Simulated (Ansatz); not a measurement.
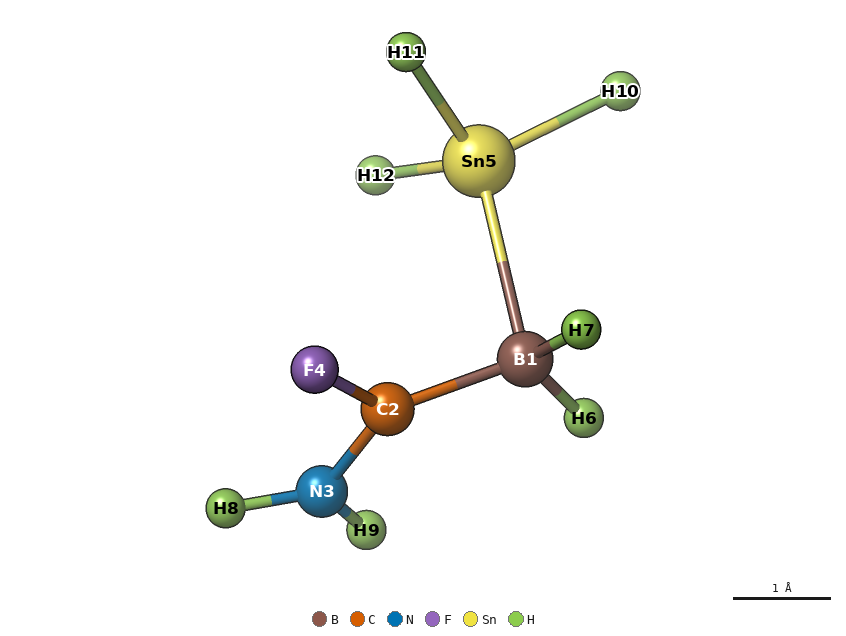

Orthographic view. Distant atoms are faded towards the background colour. The geometry was computed by an optimisation with PBE-D4/def2-SVP. No frequency run is at hand to confirm it as a minimum.

Write a Z-matrix (Å, degrees) in the order of the atom numbers, with these reference atoms: 2 to 1; 3 to 2, 1; 4 to 2, 3, 1; 5 to 1, 2, 3; 6 to 1, 2, 3; 7 to 1, 6, 2; 8 to 3, 2, 4; 9 to 3, 8, 2; 10 to 5, 1, 7; 11 to 5, 10, 1; 12 to 5, 10, 11.

```
B  
C    1   1.531
N    2   1.337   1   127.6
F    2   1.338   3   110.5   1   178.2
Sn   1   2.312   2    99.5   3    99.0
H    1   1.225   2   113.2   3   -11.4
H    1   1.222   6   119.2   2   138.6
H    3   1.023   2   121.4   4     7.7
H    3   1.020   8   119.4   2  -172.8
H    5   1.734   1   109.4   7    70.8
H    5   1.738  10   107.6   1   124.6
H    5   1.746  10   107.0  11   113.8
```
